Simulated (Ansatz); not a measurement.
Consider CH5ClSi (SMILES C[SiH2]Cl).

Input file:

```
basis:
  gaussian:
    orbitals: def2-TZVPD
crystal:
  periodic: [false, false, false]
  atoms:
    - symbol: C
      position_ang: [-0.156216, 1.356950, 0.083965]
    - symbol: Cl
      position_ang: [-0.739171, -1.806899, 0.182734]
    - symbol: Si
      position_ang: [0.352434, -0.215159, 0.949515]
    - symbol: H
      position_ang: [-1.228053, 1.554592, 0.234681]
    - symbol: H
      position_ang: [1.797178, -0.511662, 0.731616]
    - symbol: H
      position_ang: [0.414280, 2.211775, 0.480970]
    - symbol: H
      position_ang: [0.034009, 1.284457, -0.997329]
    - symbol: H
      position_ang: [0.077588, -0.142215, 2.413009]
hamiltonian:
  xc: {name: PBE0}
output:
  forces: true
  orbitals: {seedname: orbitals}
```

Launched as:

```sh
ansatz run input.yaml --threads 1 --pin off --max-ram 2610MiB --events-out events.jsonl --progress --plain --runs-dir runs
```

Geometry: PBE0-D3(BJ)/def2-SVP.

The calculation used isolated molecule in a Gaussian basis; Kohn-Sham density functional theory, functional PBE0 in Ansatz.

### Predict the electron density and electron localisation function between the atoms.

C–Si (1.87 Å): the density is about 0.98 e/Å³ at the midpoint; the ELF peaks at about 0.95 between the atoms: a shared electron pair.
Si–Cl (2.08 Å): ρ is about 0.87 e/Å³ halfway; the ELF peaks at about 0.85 between the atoms (a polar covalent bond).
C–H (1.10 Å): the density is about 1.9 e/Å³ at the midpoint; the ELF climbs to about 1 towards the hydrogen, as it does in any bond to H: a covalent bond by its length.

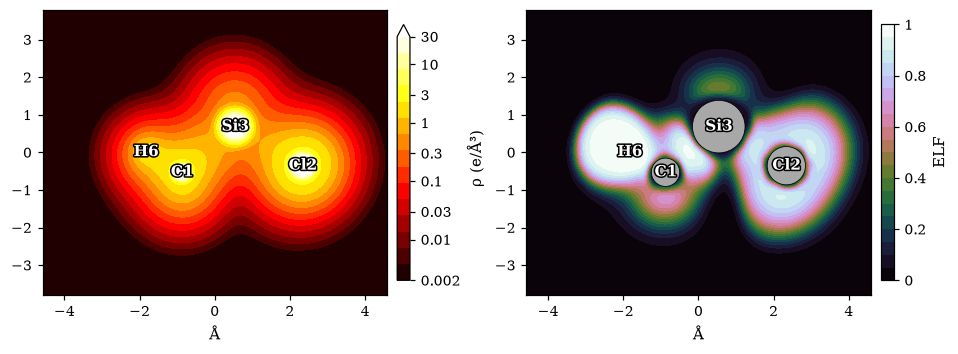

Computed electron density and electron localisation function on the plane of atoms C1, Si3 and Cl2, in this order. Grey discs cover the atomic cores in the ELF map. 
